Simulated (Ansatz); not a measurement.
**Al+: energies up the ladder**

Wanted for Al+: energies up the ladder. Charge +1.

Computed with Ansatz 0.2.0 (the levels named in each step, unless a step's input says otherwise).

## (1) The structure to begin with

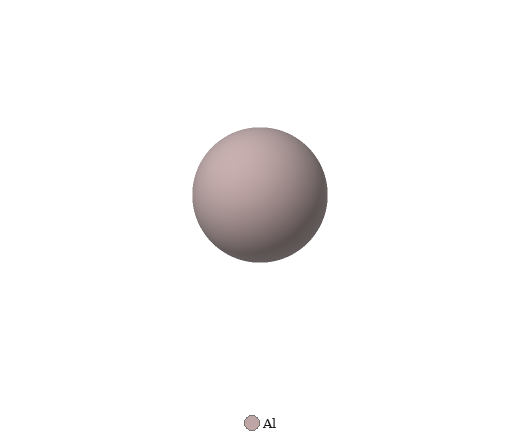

Start, viewed from a chosen angle; aluminium light grey.

Structure file:

```xyz
1

Al    0.0000    0.0000    0.0000
```

## (2) Single point, PBE0/def2-TZVPP

input.yaml

```yaml
crystal:
  periodic: [false, false, false]
  atoms:
    - { symbol: Al, position_ang: [0.0, 0.0, 0.0] }
total_charge: 1
basis:
  gaussian: { orbitals: def2-TZVPP }
hamiltonian:
  xc: pbe0
```

Started as:

```bash
$ ansatz run input.yaml --threads 1 --pin off --max-ram 2560MiB --backend cpu --events-out ev --progress --plain --runs-dir out
```

The program printed:

```text
Warning: RAYON_NUM_THREADS=1 ignored (pool sized by the plan → 1); use --threads N
Engine: ansatz 0.2.0, aarch64-unknown-linux-gnu
Functional definition: PBE0
  parameter a = 0.25
  parameter kappa = 0.804
  parameter beta = 0.06672455060314922
  exchange = (1 - a)*pbe_x(kappa = kappa, mu = beta*pi^2/3) + a*exact_x
  correlation = pbe_c(beta = beta)
300 factors; their error is unknown
mean field evaluation 1: about -6585.8202 eV, gradient 4.0e0 eV
mean field evaluation 2: about -6585.8335 eV, gradient 2.2e0 eV
mean field evaluation 4: about -6585.8361 eV, gradient 4.8e-2 eV
mean field evaluation 8: about -6585.8464 eV, gradient 3.7e-5 eV
mean field -6585.84640462 eV, -242.0253913227 hartree, gradient 3.7e-5 eV, S^2 0.000000; 0 other end points of the search recorded, 0 dependent functions left out
reference -6585.84642487 eV, -242.0253920669 hartree; 6, 6 occupied and 36, 36 virtual orbitals, 300 factors
Total energy: -6585.84642487 eV, -242.0253920669 hartree
```

It took 0.36 s on 1 thread of Arm Neoverse N1, shared host; peak memory 0.067 GiB.

## (3) Single point, PBE/def2-TZVPP

input.yaml, as its differences from that of step 2:

```diff
@@ -8,2 +8,2 @@
 hamiltonian:
-  xc: pbe0
+  xc: pbe
```

Started as:

```bash
$ ansatz run input.yaml --threads 1 --pin off --max-ram 2560MiB --backend cpu --events-out ev --progress --plain --runs-dir out
```

The program printed:

```text
Warning: RAYON_NUM_THREADS=1 ignored (pool sized by the plan → 1); use --threads N
Engine: ansatz 0.2.0, aarch64-unknown-linux-gnu
Functional definition: PBE
  parameter kappa = 0.804
  parameter beta = 0.06672455060314922
  exchange = pbe_x(kappa = kappa, mu = beta*pi^2/3)
  correlation = pbe_c(beta = beta)
269 factors; their error is unknown
mean field evaluation 1: about -6585.2493 eV, gradient 4.4e0 eV
mean field evaluation 2: about -6585.2823 eV, gradient 2.9e0 eV
mean field evaluation 4: about -6585.2877 eV, gradient 7.2e-3 eV
mean field evaluation 8: about -6585.2851 eV, gradient 1.7e-6 eV
mean field -6585.28511058 eV, -242.0047641474 hartree, gradient 1.6e-6 eV, S^2 0.000000; 0 other end points of the search recorded, 0 dependent functions left out
reference -6585.28513758 eV, -242.0047651396 hartree; 6, 6 occupied and 36, 36 virtual orbitals, 269 factors
Total energy: -6585.28513758 eV, -242.0047651396 hartree
```

Run time: 0.34 s. Hardware: 1 thread of Arm Neoverse N1, shared host; peak memory 0.064 GiB.

## (4) Single point, r2SCAN/def2-TZVPP

input.yaml, as its differences from that of step 3:

```diff
@@ -8,2 +8,2 @@
 hamiltonian:
-  xc: pbe
+  xc: r2scan
```

Started as:

```bash
$ ansatz run input.yaml --threads 1 --pin off --max-ram 2560MiB --backend cpu --events-out ev --progress --plain --runs-dir out
```

The program printed:

```text
Warning: RAYON_NUM_THREADS=1 ignored (pool sized by the plan → 1); use --threads N
Engine: ansatz 0.2.0, aarch64-unknown-linux-gnu
Functional definition: r2SCAN
  parameter k0 = 0.174
  parameter k1 = 0.065
  parameter a1 = 4.9479
  exchange = r2scan_x(k0 = k0, k1 = k1, a1 = a1)
  correlation = r2scan_c
269 factors; their error is unknown
mean field evaluation 1: about -6587.9749 eV, gradient 4.5e0 eV
mean field evaluation 2: about -6587.9877 eV, gradient 2.7e0 eV
mean field evaluation 4: about -6587.9913 eV, gradient 4.1e-2 eV
mean field evaluation 8: about -6587.9885 eV, gradient 1.1e-4 eV
mean field -6587.98850223 eV, -242.1041119578 hartree, gradient 4.0e-6 eV, S^2 0.000000; 0 other end points of the search recorded, 0 dependent functions left out
reference -6587.98851161 eV, -242.1041123028 hartree; 6, 6 occupied and 36, 36 virtual orbitals, 269 factors
Total energy: -6587.98851161 eV, -242.1041123028 hartree
```

Wall time 1.1 s (1 thread of Arm Neoverse N1, shared host); peak memory 0.071 GiB.

## (5) Single point, B3LYP/def2-TZVPP

input.yaml, as its differences from that of step 4:

```diff
@@ -8,2 +8,2 @@
 hamiltonian:
-  xc: r2scan
+  xc: { name: B3LYP }
```

Started as:

```bash
$ ansatz run input.yaml --threads 1 --pin off --max-ram 2560MiB --backend cpu --events-out ev --progress --plain --runs-dir out
```

The program printed:

```text
Warning: RAYON_NUM_THREADS=1 ignored (pool sized by the plan → 1); use --threads N
Engine: ansatz 0.2.0, aarch64-unknown-linux-gnu
Functional definition: B3LYP
  parameter a0 = 0.2
  parameter ax = 0.72
  parameter ac = 0.81
  exchange = (1 - a0 - ax)*slater_x + ax*b88_x + a0*exact_x
  correlation = (1 - ac)*vwn_rpa_c + ac*lyp_c
293 factors; their error is unknown
mean field evaluation 1: about -6589.6511 eV, gradient 4.5e0 eV
mean field evaluation 2: about -6589.6769 eV, gradient 2.8e0 eV
mean field evaluation 4: about -6589.6811 eV, gradient 9.8e-2 eV
mean field evaluation 8: about -6589.6887 eV, gradient 5.3e-5 eV
mean field -6589.68874468 eV, -242.1665947154 hartree, gradient 5.3e-5 eV, S^2 0.000000; 0 other end points of the search recorded, 0 dependent functions left out
reference -6589.68889927 eV, -242.1666003965 hartree; 6, 6 occupied and 36, 36 virtual orbitals, 293 factors
Total energy: -6589.68889927 eV, -242.1666003965 hartree
```

It took 0.43 s on 1 thread of Arm Neoverse N1, shared host; peak memory 0.067 GiB.

## (6) Single point, wB97M-V/def2-TZVPP

input.yaml, as its differences from that of step 5:

```diff
@@ -8,2 +8,2 @@
 hamiltonian:
-  xc: { name: B3LYP }
+  xc: { name: wB97M-V }
```

Started as:

```bash
$ ansatz run input.yaml --threads 1 --pin off --max-ram 2560MiB --backend cpu --events-out ev --progress --plain --runs-dir out
```

The program printed, shortened:

```text
Warning: RAYON_NUM_THREADS=1 ignored (pool sized by the plan → 1); use --threads N
[...]
Functional definition: wB97M-V
[...]
  gx(w, u) = 1 - cx + cx01*u + cx10*w
  gss(w, u) = css00 + css04*u^4 + css10*w + css20*w^2 + css43*w^4*u^3
  gos(w, u) = cos00 + cos10*w + (cos20 + cos21*u)*w^2 + (cos60 + cos61*u)*w^6
[...]
      + integral(e_c_pw_mod_opposite_spin*gos(b97_w_opposite, b97_u_opposite)) + vv10(b, c)
272 factors; their error is unknown
63 factors; integrals over basis functions are off by at most 1.1e-4 eV
[...]
mean field -6588.96490588 eV, -242.1399941302 hartree, gradient 1.4e-5 eV, S^2 0.000000; 0 other end points of the search recorded, 0 dependent functions left out
reference -6588.96493870 eV, -242.1399953364 hartree; 6, 6 occupied and 36, 36 virtual orbitals, 272 factors
Total energy: -6588.96493870 eV, -242.1399953364 hartree
```

Run time: 1.3 s. Hardware: 1 thread of Arm Neoverse N1, shared host; peak memory 0.087 GiB.

## (7) Single point, B2PLYP/def2-TZVPP

input.yaml, as its differences from that of step 6:

```diff
@@ -8,2 +8,2 @@
 hamiltonian:
-  xc: { name: wB97M-V }
+  xc: { name: B2PLYP }
```

Started as:

```bash
$ ansatz run input.yaml --threads 1 --pin off --max-ram 2560MiB --backend cpu --events-out ev --progress --plain --runs-dir out
```

The program printed:

```text
Warning: RAYON_NUM_THREADS=1 ignored (pool sized by the plan → 1); use --threads N
Engine: ansatz 0.2.0, aarch64-unknown-linux-gnu
Functional definition: B2PLYP
  parameter a = 0.53
  parameter c = 0.27
  exchange = (1 - a)*b88_x + a*exact_x
  correlation = (1 - c)*lyp_c + c*(mp2_os + mp2_ss)
256 factors; integrals over basis functions are off by at most 1.0e-4 eV
mean field evaluation 1: about -6585.7526 eV, gradient 3.7e0 eV
mean field evaluation 2: about -6585.7524 eV, gradient 3.7e0 eV
mean field evaluation 4: about -6585.7637 eV, gradient 6.4e-2 eV
mean field evaluation 8: about -6585.7636 eV, gradient 1.4e-6 eV
mean field -6585.76360173 eV, -242.0223483728 hartree, gradient 1.6e-6 eV, S^2 0.000000; 0 other end points of the search recorded, 0 dependent functions left out
5 core orbitals not correlated: weight in the atoms' cores, before any rotation towards them, 1.000 or more for the frozen orbitals, at most 0.000 for the correlated occupied ones
reference -6585.76370033 eV, -242.0223519960 hartree; 1, 1 occupied and 36, 36 virtual orbitals, 256 factors
second order -0.98446447 eV of doubles, -0.00000000 eV of singles
Total energy: -6586.02950573 eV, -242.0321201645 hartree
```

Wall time 0.57 s (1 thread of Arm Neoverse N1, shared host); peak memory 0.067 GiB.

## (8) Single point, LDA/def2-TZVPP

input.yaml, as its differences from that of step 7:

```diff
@@ -8,2 +8,2 @@
 hamiltonian:
-  xc: { name: B2PLYP }
+  xc: lda
```

Started as:

```bash
$ ansatz run input.yaml --threads 1 --pin off --max-ram 2560MiB --backend cpu --events-out ev --progress --plain --runs-dir out
```

The program printed:

```text
Warning: RAYON_NUM_THREADS=1 ignored (pool sized by the plan → 1); use --threads N
Engine: ansatz 0.2.0, aarch64-unknown-linux-gnu
Functional definition: SPW92
  exchange = slater_x
  correlation = pw_c
269 factors; their error is unknown
mean field evaluation 1: about -6560.2416 eV, gradient 3.5e0 eV
mean field evaluation 2: about -6560.2727 eV, gradient 2.2e0 eV
mean field evaluation 4: about -6560.2761 eV, gradient 4.5e-3 eV
mean field evaluation 8: about -6560.2735 eV, gradient 3.7e-6 eV
mean field -6560.27349724 eV, -241.0856043104 hartree, gradient 3.7e-6 eV, S^2 0.000000; 0 other end points of the search recorded, 0 dependent functions left out
reference -6560.27352281 eV, -241.0856052501 hartree; 6, 6 occupied and 36, 36 virtual orbitals, 269 factors
Total energy: -6560.27352281 eV, -241.0856052501 hartree
```

Run time: 0.25 s. Hardware: 1 thread of Arm Neoverse N1, shared host; peak memory 0.063 GiB.

## (9) Single point, PBE0/def2-SVP

input.yaml, as its differences from that of step 8:

```diff
@@ -6,4 +6,4 @@
 basis:
-  gaussian: { orbitals: def2-TZVPP }
+  gaussian: { orbitals: def2-SVP }
 hamiltonian:
-  xc: lda
+  xc: pbe0
```

Started as:

```bash
$ ansatz run input.yaml --threads 1 --pin off --max-ram 2560MiB --backend cpu --events-out ev --progress --plain --runs-dir out
```

The program printed:

```text
Warning: RAYON_NUM_THREADS=1 ignored (pool sized by the plan → 1); use --threads N
Engine: ansatz 0.2.0, aarch64-unknown-linux-gnu
Functional definition: PBE0
  parameter a = 0.25
  parameter kappa = 0.804
  parameter beta = 0.06672455060314922
  exchange = (1 - a)*pbe_x(kappa = kappa, mu = beta*pi^2/3) + a*exact_x
  correlation = pbe_c(beta = beta)
98 factors; integrals over basis functions are off by at most 1.3e-4 eV
mean field evaluation 1: about -6583.5439 eV, gradient 2.1e0 eV
mean field evaluation 2: about -6583.5514 eV, gradient 3.8e-1 eV
mean field evaluation 4: about -6583.5514 eV, gradient 7.9e-3 eV
mean field evaluation 8: about -6583.5514 eV, gradient 1.2e-5 eV
mean field -6583.55138206 eV, -241.9410507993 hartree, gradient 1.2e-5 eV, S^2 0.000000; 0 other end points of the search recorded, 0 dependent functions left out
reference -6583.55140543 eV, -241.9410516580 hartree; 6, 6 occupied and 12, 12 virtual orbitals, 98 factors
Total energy: -6583.55140543 eV, -241.9410516580 hartree
```

Wall time 0.25 s (1 thread of Arm Neoverse N1, shared host); peak memory 0.06 GiB.

## (10) Single point, PBE/def2-SVP

input.yaml, as its differences from that of step 9:

```diff
@@ -8,2 +8,2 @@
 hamiltonian:
-  xc: pbe0
+  xc: pbe
```

Started as:

```bash
$ ansatz run input.yaml --threads 1 --pin off --max-ram 2560MiB --backend cpu --events-out ev --progress --plain --runs-dir out
```

The program printed:

```text
Warning: RAYON_NUM_THREADS=1 ignored (pool sized by the plan → 1); use --threads N
Engine: ansatz 0.2.0, aarch64-unknown-linux-gnu
Functional definition: PBE
  parameter kappa = 0.804
  parameter beta = 0.06672455060314922
  exchange = pbe_x(kappa = kappa, mu = beta*pi^2/3)
  correlation = pbe_c(beta = beta)
169 factors; their error is unknown
mean field evaluation 1: about -6582.9396 eV, gradient 2.3e0 eV
mean field evaluation 2: about -6582.9619 eV, gradient 7.0e-1 eV
mean field evaluation 4: about -6582.9475 eV, gradient 1.1e-2 eV
mean field evaluation 8: about -6582.9475 eV, gradient 1.1e-6 eV
mean field -6582.94750765 eV, -241.9188588241 hartree, gradient 1.1e-6 eV, S^2 0.000000; 0 other end points of the search recorded, 0 dependent functions left out
reference -6582.94753904 eV, -241.9188599777 hartree; 6, 6 occupied and 12, 12 virtual orbitals, 169 factors
Total energy: -6582.94753904 eV, -241.9188599777 hartree
```

It took 0.26 s on 1 thread of Arm Neoverse N1, shared host; peak memory 0.06 GiB.

## (11) Single point, CCSD(T)/def2-TZVPP

input.yaml, as its differences from that of step 10:

```diff
@@ -6,4 +6,4 @@
 basis:
-  gaussian: { orbitals: def2-SVP }
-hamiltonian:
-  xc: pbe
+  gaussian: { orbitals: def2-TZVPP }
+correlation:
+  method: ccsd_t
```

Started as:

```bash
$ ansatz run input.yaml --threads 1 --pin off --max-ram 2560MiB --backend cpu --events-out ev --progress --plain --runs-dir out
```

The program printed, shortened:

```text
Warning: RAYON_NUM_THREADS=1 ignored (pool sized by the plan → 1); use --threads N
[...]
Functional definition: HF
[...]
256 factors; integrals over basis functions are off by at most 1.0e-4 eV
[...]
mean field -6576.14128514 eV, -241.6687347602 hartree, gradient 2.5e-6 eV, S^2 0.000000; 0 other end points of the search recorded, 0 dependent functions left out
5 core orbitals not correlated: weight in the atoms' cores, before any rotation towards them, 1.000 or more for the frozen orbitals, at most 0.000 for the correlated occupied ones
reference -6576.14128514 eV, -241.6687347602 hartree; 1, 1 occupied and 36, 36 virtual orbitals, 256 factors
second order -0.75189658 eV of doubles, -0.00000000 eV of singles
cycle   1  -0.93459607 eV  change   -1.8e-1 eV  update   5.2e-2
[...]
cycle   8  -1.07294351 eV  change   -5.2e-7 eV  update   1.3e-7
perturbative correction 0.00000000 eV, 0.0000000000 hartree
Total energy: -6577.21422865 eV, -241.7081647070 hartree
```

Run time: 0.32 s. Hardware: 1 thread of Arm Neoverse N1, shared host; peak memory 0.072 GiB.

## (12) Single point, CCSD(T)/def2-QZVPP

input.yaml, as its differences from that of step 11:

```diff
@@ -6,3 +6,3 @@
 basis:
-  gaussian: { orbitals: def2-TZVPP }
+  gaussian: { orbitals: def2-QZVPP.json }
 correlation:
```

Started as:

```bash
$ ansatz run input.yaml --threads 1 --pin off --max-ram 2560MiB --backend cpu --events-out ev --progress --plain --runs-dir out
```

The program printed, shortened:

```text
Warning: RAYON_NUM_THREADS=1 ignored (pool sized by the plan → 1); use --threads N
[...]
Functional definition: HF
[...]
408 factors; integrals over basis functions are off by at most 1.2e-4 eV
[...]
mean field -6576.29937897 eV, -241.6745446012 hartree, gradient 5.4e-6 eV, S^2 0.000000; 0 other end points of the search recorded, 0 dependent functions left out
5 core orbitals not correlated: weight in the atoms' cores, before any rotation towards them, 1.000 or more for the frozen orbitals, at most 0.000 for the correlated occupied ones
reference -6576.29937897 eV, -241.6745446012 hartree; 1, 1 occupied and 64, 64 virtual orbitals, 408 factors
second order -0.80012596 eV of doubles, -0.00000000 eV of singles
cycle   1  -0.95707305 eV  change   -1.6e-1 eV  update   5.1e-2
[...]
cycle   8  -1.09790755 eV  change    1.2e-6 eV  update   2.3e-7
perturbative correction 0.00000000 eV, 0.0000000000 hartree
Total energy: -6577.39728651 eV, -241.7148919594 hartree
```

Run time: 0.9 s. Hardware: 1 thread of Arm Neoverse N1, shared host; peak memory 0.12 GiB.

## (13) Extrapolation to the basis-set limit

CCSD(T)/CBS estimate, frozen core: CCSD(T) correlation extrapolated, from def2-TZVPP and def2-QZVPP: mean field -6576.3212 eV, total -6577.4376 eV. The exponents are 7.88 (mean field) and 2.97 (correlation).

## (14) Total energies

```
             level  energy (eV)  CPU time
   PBE0/def2-TZVPP   -6585.8464    0.34 s
    PBE/def2-TZVPP   -6585.2851    0.32 s
 r2SCAN/def2-TZVPP   -6587.9885       1 s
  B3LYP/def2-TZVPP   -6589.6889    0.41 s
wB97M-V/def2-TZVPP   -6588.9649     1.2 s
 B2PLYP/def2-TZVPP   -6586.0295    0.56 s
    LDA/def2-TZVPP   -6560.2735    0.24 s
     PBE0/def2-SVP   -6583.5514    0.22 s
      PBE/def2-SVP   -6582.9475    0.24 s
CCSD(T)/def2-TZVPP   -6577.2142    0.31 s
CCSD(T)/def2-QZVPP   -6577.3973    0.89 s
       CCSD(T)/CBS   -6577.4376         -
```

## (15) Outcome

```
             quantity         value
energy at CCSD(T)/CBS  -6577.438 eV
```

**Reading.** These totals serve in differences with atoms or fragments at the same level; alone they don't rank the methods.
